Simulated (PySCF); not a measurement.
## What a change does: NMR shielding calculation on C$_{2}$H$_{11}$OPSi$_{2}$

System: C$_{2}$H$_{11}$OPSi$_{2}$, SMILES CCO[SiH2]P[SiH3].
Method of the first run: GIAO CAM-B3LYP/pcSseg-1 NMR shielding, non-relativistic, gas phase (PySCF 2.14.0).

The geometry comes from this level: PBE0-D3(BJ)/def2-SVP. Text and figures count atoms from 1; the logs count them from 0 in places.

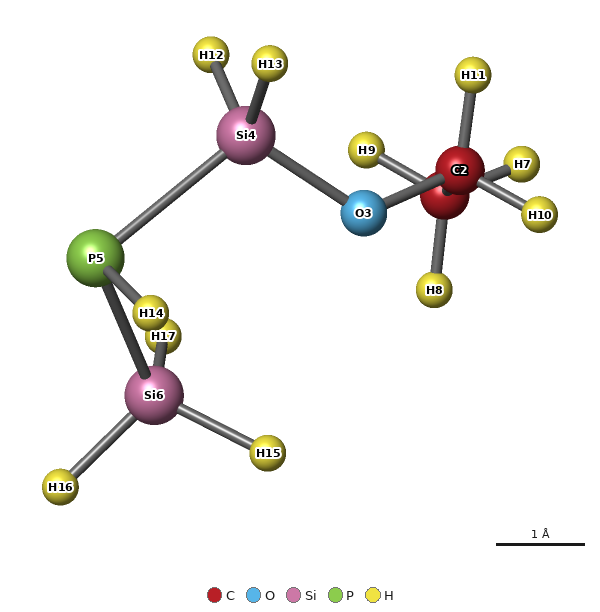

Fig. 1: The input geometry (ball-and-stick view, seen at a tilt; atoms are numbered from 1 in the order of the input). Bond lengths as drawn: C–C 1.51 Å, C–H 1.10 to 1.11 Å, C–O 1.41 Å, H–P 1.43 Å, H–Si 1.49 to 1.50 Å, O–Si 1.67 Å and P–Si 2.25 to 2.27 Å.

**Input file, the first run**
```
{"job": {"kind": "nmr", "xc": "CAM-B3LYP", "basis": "pcSseg-1", "pop": false}, "charge": 0, "multiplicity": 1}
C     -1.477859    -0.174950    -1.016418
C     -1.484472     0.018157     0.484260
O     -0.174926    -0.003860     1.010892
Si     0.599581    -1.343043     1.633346
P      2.821579    -1.028450     1.544270
Si     2.754916     0.267077    -0.318024
H     -2.499913    -0.118806    -1.421639
H     -0.868738     0.602772    -1.500784
H     -1.056149    -1.155387    -1.286890
H     -1.924021     0.996258     0.741747
H     -2.120081    -0.749525     0.966601
H      0.263674    -2.552468     0.816984
H      0.191695    -1.594399     3.049653
H      2.818114     0.067354     2.462012
H      2.058529     1.570308    -0.124609
H      4.164055     0.530778    -0.741235
H      2.078370    -0.521184    -1.391915
```

The first line tells a small driver script what to run in PySCF; the rest is the geometry in Å.

Hardware: 1 CPU thread, shared host.

**Output (the first run)**
```
coarse grid: 14952 points
cycle   1  E = -1078.1815916165  dE =  2.441e-01  |g| = 6.981e-01  |ddm| = 3.492e+00
cycle   2  E = -1078.1219813727  dE =  5.961e-02  |g| = 9.387e-01  |ddm| = 1.228e+00
cycle   3  E = -1078.2737076765  dE = -1.517e-01  |g| = 7.386e-02  |ddm| = 7.647e-01
cycle   4  E = -1078.2747944576  dE = -1.087e-03  |g| = 2.905e-02  |ddm| = 9.225e-02
cycle   5  E = -1078.2750048045  dE = -2.103e-04  |g| = 4.446e-03  |ddm| = 3.248e-02
cycle   6  E = -1078.2750101170  dE = -5.313e-06  |g| = 1.102e-03  |ddm| = 6.114e-03
final grid: 128496 points
cycle   7  E = -1078.3225218242  dE = -1.598e-05  |g| = 3.500e-03  |ddm| = 1.055e-02
cycle   8  E = -1078.3225222444  dE = -4.201e-07  |g| = 3.291e-03  |ddm| = 4.508e-03
cycle   9  E = -1078.3225244914  dE = -2.247e-06  |g| = 4.565e-04  |ddm| = 2.111e-03
cycle  10  E = -1078.3225245243  dE = -3.291e-08  |g| = 1.439e-04  |ddm| = 4.376e-04
cycle  11  E = -1078.3225245283  dE = -4.043e-09  |g| = 3.406e-05  |ddm| = 1.548e-04
cycle  12  E = -1078.3225245286  dE = -2.701e-10  |g| = 4.801e-06  |ddm| = 4.055e-05
converged SCF energy = -1078.3225245286

GIAO shielding tensors (ppm)
atom      isotropic    diamagn.    paramagn.     s11        s22        s33       span
  0 C      163.648     248.552     -84.904    144.312    166.089    180.542     36.230
  1 C      119.309     240.309    -121.000     88.496    103.003    166.429     77.932
  2 O      304.218     402.117     -97.899    272.596    315.785    324.272     51.676
  3 Si     354.198     880.461    -526.263    264.699    365.232    432.664    167.964
  4 P      605.390     969.645    -364.256    564.284    594.922    656.963     92.679
  5 Si     419.233     879.911    -460.678    389.723    421.119    446.857     57.134
  6 H       30.460      28.687       1.773     26.431     27.250     37.700     11.270
  7 H       29.910      31.854      -1.944     26.252     29.070     34.410      8.158
  8 H       29.977      31.618      -1.642     26.529     29.572     33.830      7.301
  9 H       27.513      29.217      -1.704     22.318     26.861     33.359     11.041
 10 H       27.843      29.470      -1.627     22.806     27.624     33.099     10.293
 11 H       26.390      30.275      -3.885     22.612     25.737     30.821      8.209
 12 H       26.195      28.622      -2.427     22.089     24.676     31.820      9.731
 13 H       30.090      31.402      -1.313     25.763     26.251     38.254     12.491
 14 H       27.134      30.694      -3.560     23.406     26.208     31.789      8.383
 15 H       27.342      28.250      -0.908     23.419     25.082     33.526     10.107
 16 H       27.515      30.876      -3.360     23.844     26.819     31.882      8.038
```

The second run used a changed input.

**The two runs side by side**

| quantity | the first run | the second run |
| --- | --- | --- |
| outcome | converged | converged |
| total energy (hartree) | −1078.322525 | −1077.817773 |
| HOMO (eV) | −8.66 | −7.45 |
| LUMO (eV) | 1.08 | 0.00 |
| dipole moment (D) | 2.03 | 2.05 |
| shielding of C1 (ppm) | 163.6 | 165.8 |
| shielding of C2 (ppm) | 119.3 | 121.4 |
| shielding of O3 (ppm) | 304.2 | 300.7 |
| shielding of Si4 (ppm) | 354.2 | 361.6 |
| shielding of P5 (ppm) | 605.4 | 621.1 |
| shielding of Si6 (ppm) | 419.2 | 427.4 |
| shielding of H13 (ppm) | 26.2 | 26.0 |
| SCF iterations | 12 | 12 |
| basis functions | 178 | 178 |
| wall time (shared host) | 36 s | 24 s |

What was changed in the input?

The change (lines with − go, lines with + come):
```diff
-"xc": "CAM-B3LYP"
+"xc": "PBE0"
-"pop": false
```

The total energies belong to different methods, so their difference says nothing on which is more stable or more accurate. The HOMO goes from −8.66 to −7.45 eV. The LUMO goes from 1.08 to 0.00 eV. Of all shieldings, the largest change is that of P5, by +15.7 ppm. The functional changes from CAM-B3LYP to PBE0. The number of SCF iterations is the same.

**Output (the second run)**
```
coarse grid: 14952 points
cycle   1  E = -1077.6896985818  dE =  2.045e-01  |g| = 6.630e-01  |ddm| = 3.520e+00
cycle   2  E = -1077.5506582490  dE =  1.390e-01  |g| = 1.084e+00  |ddm| = 1.581e+00
cycle   3  E = -1077.7708804567  dE = -2.202e-01  |g| = 1.020e-01  |ddm| = 1.147e+00
cycle   4  E = -1077.7728687178  dE = -1.988e-03  |g| = 3.827e-02  |ddm| = 1.247e-01
cycle   5  E = -1077.7732395347  dE = -3.708e-04  |g| = 4.780e-03  |ddm| = 4.028e-02
cycle   6  E = -1077.7732440703  dE = -4.536e-06  |g| = 9.490e-04  |ddm| = 5.281e-03
final grid: 128496 points
cycle   7  E = -1077.8177542670  dE = -2.086e-05  |g| = 9.818e-03  |ddm| = 2.330e-02
cycle   8  E = -1077.8177372457  dE =  1.702e-05  |g| = 1.382e-02  |ddm| = 1.531e-02
cycle   9  E = -1077.8177728077  dE = -3.556e-05  |g| = 1.402e-03  |ddm| = 9.489e-03
cycle  10  E = -1077.8177732381  dE = -4.304e-07  |g| = 1.643e-04  |ddm| = 1.477e-03
cycle  11  E = -1077.8177732444  dE = -6.294e-09  |g| = 3.550e-05  |ddm| = 2.026e-04
cycle  12  E = -1077.8177732447  dE = -2.960e-10  |g| = 1.045e-05  |ddm| = 5.434e-05
converged SCF energy = -1077.8177732447

GIAO shielding tensors (ppm)
atom      isotropic    diamagn.    paramagn.     s11        s22        s33       span
  0 C      165.828     249.627     -83.800    147.093    168.245    182.145     35.052
  1 C      121.360     241.006    -119.647     90.400    105.428    168.251     77.851
  2 O      300.698     400.906    -100.208    266.432    315.010    320.651     54.219
  3 Si     361.595     880.449    -518.854    272.500    372.114    440.170    167.669
  4 P      621.121     969.593    -348.472    579.479    611.733    672.151     92.672
  5 Si     427.435     880.119    -452.685    398.540    429.128    454.635     56.095
  6 H       30.411      28.688       1.723     26.315     27.145     37.774     11.459
  7 H       29.892      31.629      -1.738     26.184     29.042     34.450      8.267
  8 H       29.941      31.387      -1.446     26.447     29.528     33.847      7.400
  9 H       27.449      29.049      -1.600     22.194     26.784     33.370     11.176
 10 H       27.774      29.344      -1.570     22.674     27.533     33.115     10.441
 11 H       26.172      29.885      -3.712     22.337     25.516     30.664      8.328
 12 H       25.954      28.412      -2.458     21.778     24.440     31.642      9.864
 13 H       29.860      31.034      -1.174     25.421     25.902     38.256     12.835
 14 H       26.956      30.330      -3.375     23.149     25.972     31.746      8.597
 15 H       27.175      28.323      -1.147     23.211     24.854     33.462     10.251
 16 H       27.348      30.454      -3.106     23.635     26.622     31.787      8.152
```
